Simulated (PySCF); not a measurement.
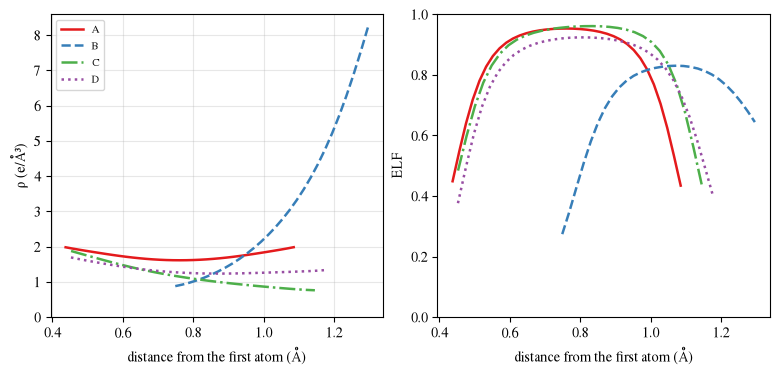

Figure 1: C$_{4}$H$_{13}$FSSi$_{2}$. Electron density and electron localisation function along straight lines between neighbouring atoms. The curves leave out the atomic cores.

Geometry: GFN2-xTB.

All numbers below come from PBE0/pcSseg-1, SCF density, gas phase, non-relativistic (PySCF 2.14.0).

Input

```
{"job": {"kind": "nmr", "xc": "PBE0", "basis": "pcSseg-1"}, "charge": 0, "multiplicity": 1}
C     -3.113012     0.264606     0.062783
C     -2.014341    -0.601672     0.663966
Si    -0.312684    -0.256960    -0.128514
C      0.934169    -1.484335     0.661788
S      2.274925    -1.960764    -0.477039
C      3.131901    -0.374299    -0.655959
Si     0.320211     1.955308     0.171577
F      1.618138     1.989646     1.139232
H     -3.195274     0.088024    -1.006816
H     -2.901173     1.320715     0.215170
H     -4.076917     0.043339     0.517808
H     -2.281164    -1.651326     0.531611
H     -1.973916    -0.428199     1.741337
H     -0.399244    -0.615835    -1.557998
H      0.457620    -2.428953     0.918956
H      1.403326    -1.091539     1.563858
H      3.329264     0.042571     0.326971
H      2.529537     0.312178    -1.245967
H      4.066815    -0.582089    -1.166923
H     -0.618726     2.814917     0.887713
H      0.811626     2.661607    -1.009324
```

Command:

```sh
OMP_NUM_THREADS=1 python probes_run.py task.json out
```

> Which curve belongs to which contact (C–C, C–S, C–Si and Si–F)? The first atom named is at distance zero.

Curve A: C–C (1.52 Å): ρ at the midpoint is about 1.6 e/Å³; the ELF peaks at about 0.95 between the atoms; a covalent bond. Curve B: Si–F (1.62 Å): ρ at the midpoint is about 1 e/Å³; the ELF peaks at about 0.85 in the valence shell of F, 0.5 Å from its nucleus, and is about 0.50 at the midpoint. Curve C: C–Si (1.91 Å): ρ at the midpoint is about 0.91 e/Å³; the ELF peaks at about 0.95 between the atoms; localised, covalent bonding. Curve D: C–S (1.81 Å): ρ at the midpoint is about 1.2 e/Å³; the ELF peaks at about 0.90 between the atoms; a covalent bond.
